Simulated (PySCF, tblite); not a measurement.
# FH6OSi3 radical, a small gas-phase stand-in for a defect centre (Si site with back bonds [SiH3], [SiH3], F): EPR parameters

What EPR parameters should one expect for `[O][Si](F)([SiH3])[SiH3]`? It is drawn as: oxygen hole.

Programs: tblite 0.8.0 and PySCF 2.14.0. All values are calculated, for the isolated system unless a continuum is named. Atoms count from 0, parts from 1.

## Step 1: The system as given

11 atoms, charge 0, multiplicity 2; geometry: distance geometry start.

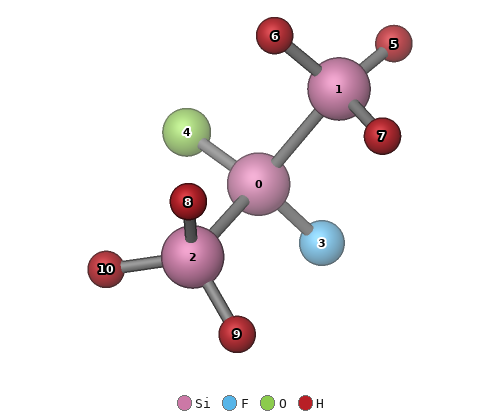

The starting geometry (silicon pink, fluorine blue, oxygen green, hydrogen red), atoms numbered.

## Step 2: Relaxing the cluster with GFN2-xTB

The job: settings as JSON, then the geometry in Å.

```
{"job": {"kind": "relax", "xc": "GFN2-xTB", "basis": "xTB"}, "charge": 0, "multiplicity": 2}
Si    -0.029122     0.986061     0.039835
Si    -1.743631    -0.450200    -0.407255
Si     1.742633    -0.308397     0.457642
F     -0.474112     1.922448     1.345474
O      0.267712     1.998571    -1.348974
H     -3.009977     0.240618    -0.537661
H     -1.277071    -1.123745    -1.663467
H     -1.704134    -1.480778     0.660517
H      1.492454    -1.568291    -0.246692
H      1.905509    -0.477590     1.890790
H      2.898641     0.319530    -0.199003
```

With the program's defaults for keys left out, this is: GFN2-xTB geometry optimisation, gas phase.

The run is started by

```console
$ OMP_NUM_THREADS=1 python cluster_run.py task.json out
```

One launch serves the whole session: the jobs run in the order shown.

Log:

```text
step      E/eV     max force
  0    -464.37809    7.831
  1    -465.51358    1.879
  2    -465.51644    2.761
  3    -465.56371    0.261
  4    -465.56927    0.248
  5    -465.58424    0.494
  6    -465.59629    0.521
  7    -465.61055    0.338
  8    -465.61683    0.235
  9    -465.62295    0.215
 10    -465.62695    0.246
 11    -465.63048    0.180
 12    -465.63323    0.123
 13    -465.63490    0.139
 14    -465.63622    0.144
 15    -465.63776    0.120
 16    -465.63947    0.125
 17    -465.64109    0.108
 18    -465.64230    0.129
 19    -465.64318    0.102
 20    -465.64398    0.116
 21    -465.64501    0.127
 22    -465.64615    0.106
 23    -465.64688    0.085
 24    -465.64716    0.040
 25    -465.64730    0.029
 26    -465.64745    0.045
 27    -465.64769    0.064
 28    -465.64795    0.064
 29    -465.64812    0.035
 30    -465.64819    0.018
 31    -465.64824    0.021
 32    -465.64830    0.028
 33    -465.64836    0.026
 34    -465.64840    0.019
 35    -465.64844    0.023
 36    -465.64851    0.037
 37    -465.64861    0.042
 38    -465.64870    0.030
 39    -465.64874    0.011
 40    -465.64875    0.010
 41    -465.64877    0.013
 42    -465.64880    0.024
 43    -465.64885    0.035
 44    -465.64895    0.038
 45    -465.64904    0.027
 46    -465.64908    0.013
 47    -465.64910    0.013
 48    -465.64913    0.019
 49    -465.64917    0.024
 50    -465.64922    0.025
 51    -465.64926    0.016
 52    -465.64928    0.009
 53    -465.64928    0.009
 54    -465.64930    0.012
 55    -465.64932    0.012
 56    -465.64934    0.010
 57    -465.64935    0.004
```

Run time: 1.1 s. Hardware: 1 thread of Arm Neoverse V1, shared host.

Relaxation path:

```
step  energy from step 0 (eV)  largest force (eV/Å)
   0                   0.0000                7.8310
   2                  -1.1384                2.7611
   4                  -1.1912                0.2477
   6                  -1.2182                0.5203
   8                  -1.2387                0.2352
  10                  -1.2489                0.2453
  12                  -1.2551                0.1227
  14                  -1.2581                0.1443
  16                  -1.2614                0.1242
  18                  -1.2642                0.1287
  20                  -1.2659                0.1166
  22                  -1.2681                0.1054
  24                  -1.2691                0.0399
  26                  -1.2694                0.0454
  28                  -1.2699                0.0640
  30                  -1.2701                0.0188
  32                  -1.2702                0.0280
  34                  -1.2703                0.0198
  36                  -1.2704                0.0366
  38                  -1.2706                0.0301
  40                  -1.2707                0.0096
  42                  -1.2707                0.0245
  44                  -1.2709                0.0381
  46                  -1.2710                0.0133
  48                  -1.2710                0.0187
  50                  -1.2711                0.0245
  52                  -1.2712                0.0091
  54                  -1.2712                0.0117
  56                  -1.2713                0.0094
  57                  -1.2713                0.0041
```

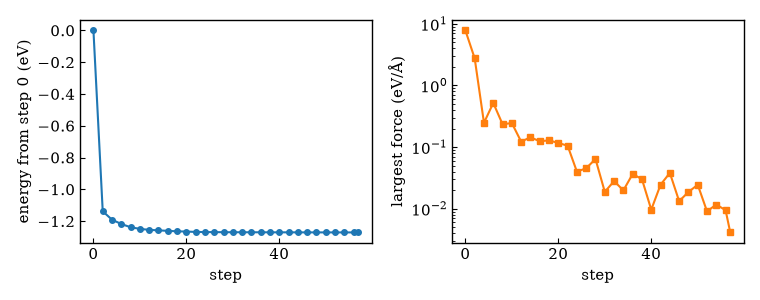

Energy and force, step by step.

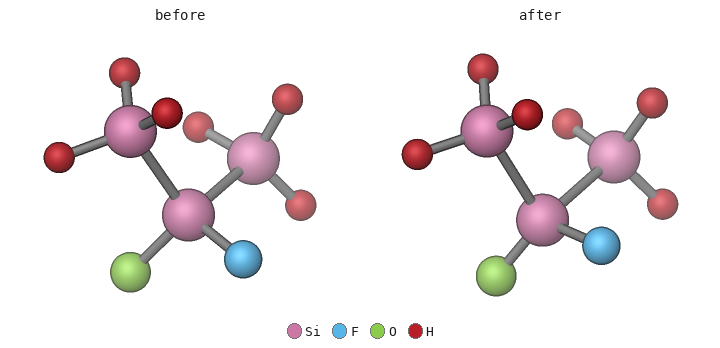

Before and after, at one scale.

Distances of close pairs at the start and the end, largest changes first:

```
   bond  before (Å)  after (Å)  change (Å)
 Si0–O4       1.744      1.515      -0.229
Si0–Si2       2.234      2.361      +0.127
Si0–Si1       2.281      2.361      +0.080
 Si1–H6       1.500      1.461      -0.039
 Si0–F3       1.667      1.636      -0.032
 Si1–H7       1.485      1.466      -0.018
Si2–H10       1.470      1.458      -0.013
 Si2–H9       1.452      1.463      +0.011
```

## Step 3: Optimising the geometry at PBE0-D3(BJ)/def2-SVP

The job: settings as JSON, then the geometry in Å.

```
{"job": {"xc": "PBE0", "basis": "def2-SVP", "d3": "d3bj", "grid": 2, "kind": "geom", "shake": 0.01}, "charge": 0, "multiplicity": 2}
Si     0.000098     1.060697    -0.140416
Si    -1.776126    -0.474605    -0.443815
Si     1.790347    -0.292182     0.418717
F     -0.383845     1.687066     1.321395
O      0.195509     2.083414    -1.268205
H     -3.050695     0.234723    -0.545512
H     -1.470641    -1.208424    -1.669776
H     -1.779494    -1.398130     0.683727
H      1.583434    -1.597138    -0.168032
H      1.895517    -0.435282     1.890923
H      3.028583     0.311360    -0.068705
```

Log:

```text
step   0  E = -1046.20198493  max force = 0.048035
step   1  E = -1046.21103575  max force = 0.012526
step   2  E = -1046.21195923  max force = 0.008231
step   3  E = -1046.21256960  max force = 0.003150
step   4  E = -1046.21275159  max force = 0.002595
step   5  E = -1046.21309161  max force = 0.002658
step   6  E = -1046.21322165  max force = 0.002542
step   7  E = -1046.21330778  max force = 0.001844
step   8  E = -1046.21339807  max force = 0.001924
step   9  E = -1046.21355107  max force = 0.002537
step  10  E = -1046.21371396  max force = 0.003862
step  11  E = -1046.21388346  max force = 0.003428
step  12  E = -1046.21394664  max force = 0.001545
step  13  E = -1046.21396574  max force = 0.000615
step  14  E = -1046.21397004  max force = 0.000271
optimisation converged
```

Wall time 2.8 min (1 thread of Arm Neoverse V1, shared host); peak memory 0.58 GiB.

Along the way:

```
step  energy from step 0 (eV)  largest force component (eV/Å)
   0                   0.0000                          2.4701
   1                  -0.2463                          0.6441
   2                  -0.2714                          0.4233
   3                  -0.2880                          0.1620
   4                  -0.2930                          0.1334
   5                  -0.3022                          0.1367
   6                  -0.3058                          0.1307
   7                  -0.3081                          0.0948
   8                  -0.3106                          0.0989
   9                  -0.3147                          0.1305
  10                  -0.3192                          0.1986
  11                  -0.3238                          0.1763
  12                  -0.3255                          0.0794
  13                  -0.3260                          0.0316
  14                  -0.3261                          0.0139
```

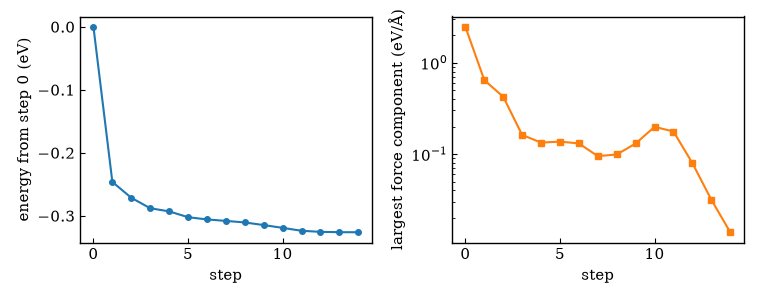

Energy and force, step by step.

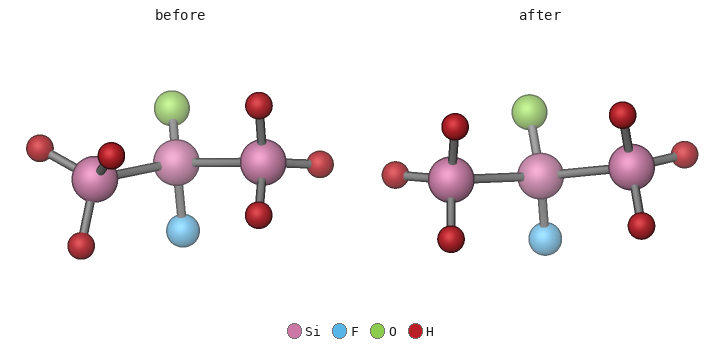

The geometry before (left) and after (right).

Distances of close pairs at the start and the end, largest changes first:

```
   bond  before (Å)  after (Å)  change (Å)
 Si0–O4       1.535      1.610      +0.075
Si0–Si2       2.313      2.372      +0.060
 Si2–H8       1.446      1.491      +0.045
 Si1–H7       1.457      1.493      +0.036
 Si1–H6       1.461      1.491      +0.030
 Si1–H5       1.462      1.491      +0.029
Si2–H10       1.461      1.490      +0.029
 Si2–H9       1.483      1.494      +0.011
```

The final coordinates are the input of the step that follows.

```
                         at the end point                value
  point group (found at 0.08 Å tolerance)                   C1
rotational constants (GHz, main isotopes)  2.644, 1.568, 1.359
                        dipole moment (D)                 2.63
                                     ⟨S²⟩                0.760
```

## Step 4: g tensor and hyperfine couplings: B3LYP/IGLO-III+pcH-1

The job: settings as JSON, then the geometry in Å.

```
{"job": {"kind": "epr"}, "charge": 0, "multiplicity": 2}
Si    -0.058101     0.949678     0.078006
Si    -1.908810    -0.430273    -0.419501
Si     1.933861    -0.301354     0.385719
F     -0.396600     1.778625     1.438392
O      0.318967     1.792227    -1.241177
H     -3.064947     0.422450    -0.819438
H     -1.506831    -1.334977    -1.534858
H     -2.247824    -1.227774     0.796463
H      2.061475    -1.209170    -0.790144
H      1.808902    -1.098002     1.643343
H      3.091962     0.632182     0.471716
```

With the program's defaults for keys left out, this is: UKS B3LYP, IGLO-III on F O Si, pcH-1 on H, non-relativistic, mean-field spin-orbit, GIAO.

Log:

```text
UKS, coarse grid
  cycle   1  E = -1047.01774852  |g| = 8.88e-01
  cycle   2  E = -1041.04901479  |g| = 2.72e+00
  cycle   3  E = -1047.22363484  |g| = 5.15e-01
  cycle   4  E = -1047.27449738  |g| = 4.86e-01
  cycle   5  E = -1047.34583977  |g| = 1.46e-01
  cycle   6  E = -1047.35303628  |g| = 9.93e-02
  cycle   7  E = -1047.35733830  |g| = 2.68e-02
  cycle   8  E = -1047.35772704  |g| = 4.08e-03
  cycle   9  E = -1047.35773807  |g| = 1.30e-03
  cycle  10  E = -1047.35774064  |g| = 9.04e-04
UKS, final grid
  cycle   1  E = -1047.35759966  |g| = 1.70e-03
  cycle   2  E = -1047.35759128  |g| = 4.82e-03
  cycle   3  E = -1047.35760109  |g| = 2.66e-04
  cycle   4  E = -1047.35760114  |g| = 1.35e-04
  cycle   5  E = -1047.35760116  |g| = 9.22e-05
  cycle   6  E = -1047.35760117  |g| = 2.34e-05
  cycle   7  E = -1047.35760118  |g| = 1.80e-05
E = -1047.35760118 Eh   <S^2> = 0.7587 (exact 0.7500)
g shifts (ppm)      1          2          3
  rmc          -256       -256       -256
  gc             -3         50         28
  oz_so         597       8973      14756
  total         338       8767      14528
hyperfine (MHz)  atom isotope    a_iso     a_fc   dipolar eigenvalues
    0  29Si      87.13      87.28     -8.15      2.09      6.06
    1  29Si     -96.33     -96.54    -37.16     18.31     18.85
    2  29Si    -116.39    -116.66    -45.49     22.10     23.39
    3   19F     -20.32     -21.11    -22.16    -17.41     39.57
    4   17O     -32.15     -30.14   -186.46     91.09     95.37
    5    1H       9.03       9.03     -2.60     -0.48      3.07
    6    1H       1.06       1.06     -2.45     -0.71      3.16
    7    1H      22.07      22.07     -2.46     -0.33      2.79
    8    1H       0.89       0.89     -2.91     -0.72      3.63
    9    1H      41.87      41.87     -2.97     -0.13      3.11
   10    1H       1.93       1.93     -3.10     -0.68      3.78
```

It took 63 s on 1 thread of Arm Neoverse V1, shared host; peak memory 0.9 GiB.

Principal g values 2.00266, 2.01109, 2.01685; g(iso) = 2.01020, against 2.00232 for a free electron.

Hyperfine couplings, nucleus by nucleus at this fixed geometry (no averaging over rotations):

```
nuclei  isotope  a(iso) (MHz)  a(iso) (G, at g = 2.0023)  largest dipolar term (MHz)
   Si2     29Si        -116.4                      -41.5                       -45.5
   Si1     29Si         -96.3                      -34.4                       -37.2
   Si0     29Si          87.1                       31.1                        -8.1
    H9       1H          41.9                       14.9                         3.1
    O4      17O         -32.1                      -11.5                      -186.5
    H7       1H          22.1                        7.9                         2.8
    F3      19F         -20.3                       -7.2                        39.6
    H5       1H           9.0                        3.2                         3.1
   H10       1H           1.9                        0.7                         3.8
    H6       1H           1.1                        0.4                         3.2
    H8       1H           0.9                        0.3                         3.6
```

Mulliken spin populations:

```
atom  value (e)
 Si0       0.01
 Si1       0.13
 Si2       0.16
  F3       0.00
  O4       0.66
  H5       0.01
  H6       0.00
  H7       0.01
  H8       0.00
  H9       0.02
 H10       0.00
```

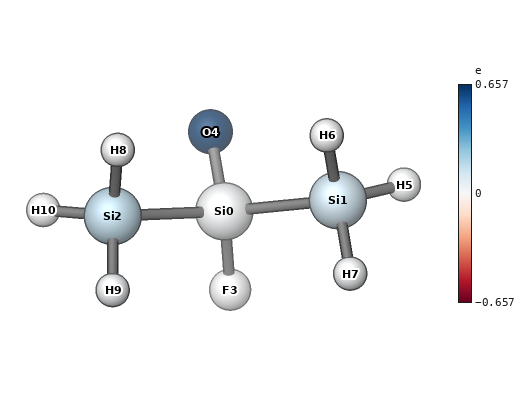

Mulliken spin populations, as colours on the atoms.

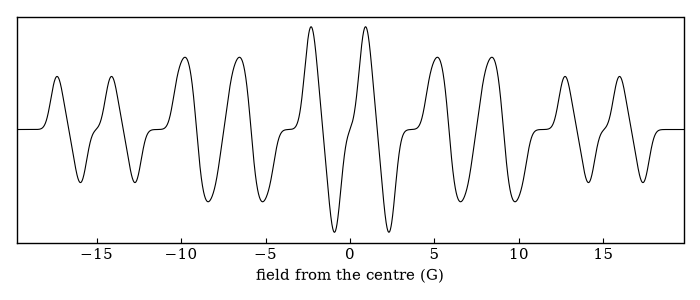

First-order isotropic spectrum (first derivative, main isotopes with spin only, couplings over 0.8 MHz, Gaussian width 0.3 G; couplings of the frozen geometry, rotation of groups not averaged beyond the rows shown).

The fields below are evaluated on a grid from the run's orbitals.

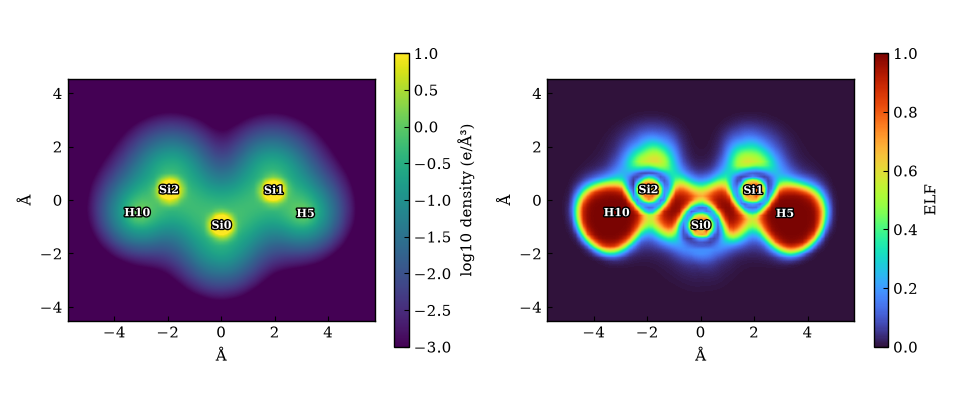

Density (left) and ELF (right) in a plane through or near 5 of the atoms.

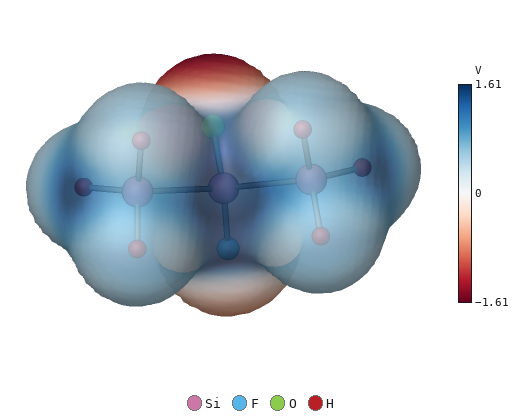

The potential that a unit positive charge feels on the 0.002 e/bohr³ surface, from -1.55 V near O4 to 1.61 V near H8.

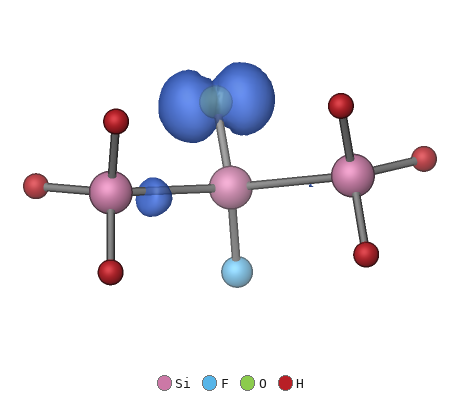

Spin density at ±0.09 e/Å³ (alpha excess blue, beta excess red).

## Step 5: EPR parameters: BHandHLYP/IGLO-III+pcH-1

The job, as its differences from that of step 4:

```diff
@@ -1,2 +1,2 @@
-{"job": {"kind": "epr"}, "charge": 0, "multiplicity": 2}
+{"job": {"kind": "epr", "xc": "BHandHLYP"}, "charge": 0, "multiplicity": 2}
 Si    -0.058101     0.949678     0.078006
```

Method: UKS BHandHLYP, IGLO-III on F O Si, pcH-1 on H, non-relativistic, mean-field spin-orbit, GIAO.

Log:

```text
UKS, coarse grid
  cycle   1  E = -1046.89780972  |g| = 7.97e-01
  cycle   2  E = -1045.50540057  |g| = 1.86e+00
  cycle   3  E = -1047.16739128  |g| = 2.31e-01
  cycle   4  E = -1047.18380636  |g| = 1.91e-01
  cycle   5  E = -1047.19704438  |g| = 8.12e-02
  cycle   6  E = -1047.20160508  |g| = 5.75e-02
  cycle   7  E = -1047.20648667  |g| = 1.47e-02
  cycle   8  E = -1047.20702717  |g| = 3.20e-03
  cycle   9  E = -1047.20705161  |g| = 3.22e-03
  cycle  10  E = -1047.20706565  |g| = 5.09e-04
  cycle  11  E = -1047.20706627  |g| = 2.88e-04
UKS, final grid
  cycle   1  E = -1047.20697612  |g| = 2.75e-04
  cycle   2  E = -1047.20697627  |g| = 3.22e-04
  cycle   3  E = -1047.20697635  |g| = 1.61e-04
  cycle   4  E = -1047.20697661  |g| = 1.27e-04
  cycle   5  E = -1047.20697676  |g| = 8.89e-05
  cycle   6  E = -1047.20697684  |g| = 6.40e-05
  cycle   7  E = -1047.20697690  |g| = 4.49e-05
  cycle   8  E = -1047.20697693  |g| = 2.48e-05
  cycle   9  E = -1047.20697694  |g| = 1.09e-05
E = -1047.20697694 Eh   <S^2> = 0.7653 (exact 0.7500)
g shifts (ppm)      1          2          3
  rmc          -277       -277       -277
  gc            -11         42         43
  oz_so         410      10849      20747
  total         122      10614      20513
hyperfine (MHz)  atom isotope    a_iso     a_fc   dipolar eigenvalues
    0  29Si     105.54     105.74     -4.72      0.36      4.36
    1  29Si     -85.11     -85.30    -27.00     13.21     13.79
    2  29Si    -104.52    -104.75    -33.49     15.96     17.52
    3   19F     -26.26     -26.76    -10.07     -4.71     14.77
    4   17O     -56.88     -53.97   -227.62    110.97    116.65
    5    1H       2.49       2.49     -2.23     -0.82      3.04
    6    1H      -0.48      -0.49     -2.10     -0.93      3.03
    7    1H      17.93      17.93     -1.96     -0.46      2.42
    8    1H      -1.39      -1.39     -2.52     -0.94      3.46
    9    1H      34.93      34.93     -2.37     -0.25      2.62
   10    1H      -3.29      -3.29     -2.74     -1.00      3.74
```

It took 64 s on 1 thread of Arm Neoverse V1, shared host; peak memory 0.9 GiB.

In short: g(iso) 2.01274.

## Step 6: Side by side: EPR parameters

g, ⟨S²⟩ and isotropic hyperfine couplings (MHz), with basis size and wall time:

```
                     run   g(iso)   ⟨S²⟩  29Si Si2  29Si Si1  29Si Si0  1H H9  17O O4  functions  time
    B3LYP/IGLO-III+pcH-1  2.01020  0.759    -116.4     -96.3      87.1   41.9   -32.1        262  63 s
BHandHLYP/IGLO-III+pcH-1  2.01274  0.765    -104.5     -85.1     105.5   34.9   -56.9        262  64 s
```

## Step 7: Summary of results

```
                                                                  quantity                    value
                                                               point group                       C1
                                      rotational constants (main isotopes)     2.64, 1.57, 1.36 GHz
                                                            g(iso) (B3LYP)                  2.01020
                                                                      ⟨S²⟩       0.759 (exact 0.75)
                                                            largest a(iso)  29Si on Si2, -116.4 MHz
potential on the surface of density 0.002 e/bohr³, 1st and 99th percentile       -1.55 V and 1.61 V
```

What this shows: The start of the PBE0/def2-SVP relaxation was shaken at random by about 0.01 Å, so part of the energy gained, and of the first lengths quoted, undoes that. Over 14 steps the energy fell by 0.326 eV; of the close pairs, Si0–O4 changed most, 1.535 to 1.610 Å (PBE0/def2-SVP). No frequency check was run at this level, so the end point may be a saddle. O4 carries the largest spin population, 0.66 e. The isotropic g lies 7.9 ppt above the free-electron value. The coupling of 29Si on Si2 runs from -116.4 (B3LYP/IGLO-III+pcH-1) to -104.5 MHz (BHandHLYP/IGLO-III+pcH-1). A capped cluster stands for the solid here, so long-range fields and strain are missing, and bands or shifts of the capping hydrogens have no counterpart in it.
